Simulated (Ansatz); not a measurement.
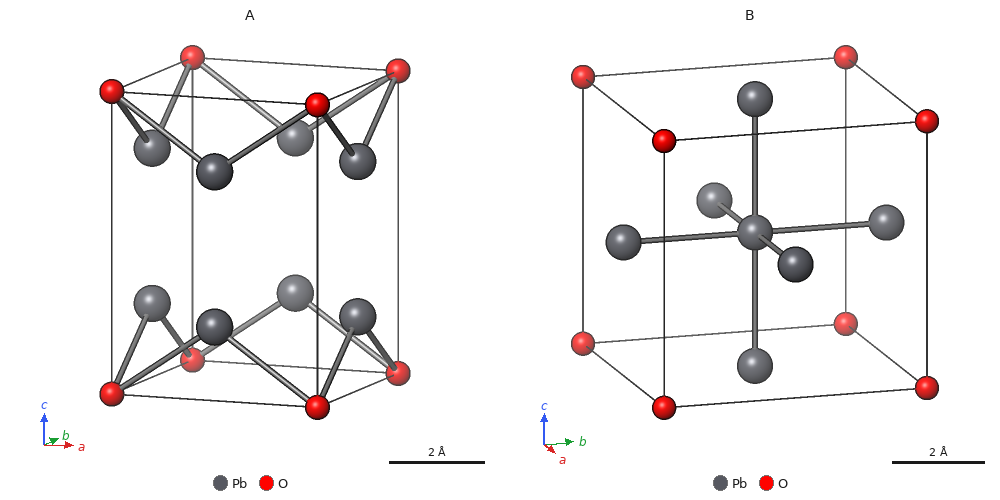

Two structures of Pb₄O, each relaxed to rest (conventional cells in solid outline, small ones repeated, not to one scale). Method: Ansatz 0.2.0, DFT PBE, scalar-relativistic, plane waves, PAW, without spin polarisation.

Identify the two structures.

Answer. A: 5 atoms a cell on a primitive tetragonal lattice, P4/mmm. B: 5 atoms a cell on a primitive cubic lattice, Pm-3m.

A or B: which is lower in energy?

Answer. A is lower, by 954 meV/atom at this level of theory (energies at zero smearing). Volumes: A 28.1, B 42.8 Å³/atom.

One or both may be structure types tried for this composition rather than known phases.
